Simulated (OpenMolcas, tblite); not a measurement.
C2H5FSi (SMILES F/C=C/[SiH3]): methods side by side

C2H5FSi: 9 atoms, total charge 0, spin state singlet. As SMILES, `F/C=C/[SiH3]`. Geometry: relaxed at PBE0-D4/def2-TZVP.

Each level gives the dipole moment (D). The values are calculated.

```
         level             kind     program  value (D)
      GFN1-xTB   semi-empirical      tblite       0.52
    HF/cc-pVDZ     Hartree–Fock  OpenMolcas       0.88
 SVWN5/cc-pVDZ              LDA  OpenMolcas       0.41
  BLYP/cc-pVDZ              GGA  OpenMolcas       0.36
 M06-L/cc-pVDZ         meta-GGA  OpenMolcas       0.53
  TPSS/cc-pVDZ         meta-GGA  OpenMolcas       0.41
M06-2X/cc-pVDZ  hybrid meta-GGA  OpenMolcas       0.68
```

The values span 0.36 to 0.88 D. Magnitudes only.

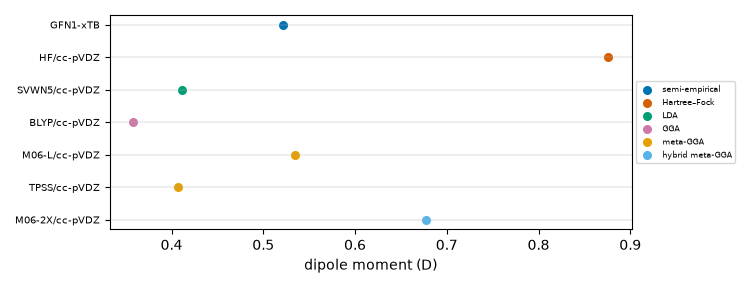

The values of the table, level by level.
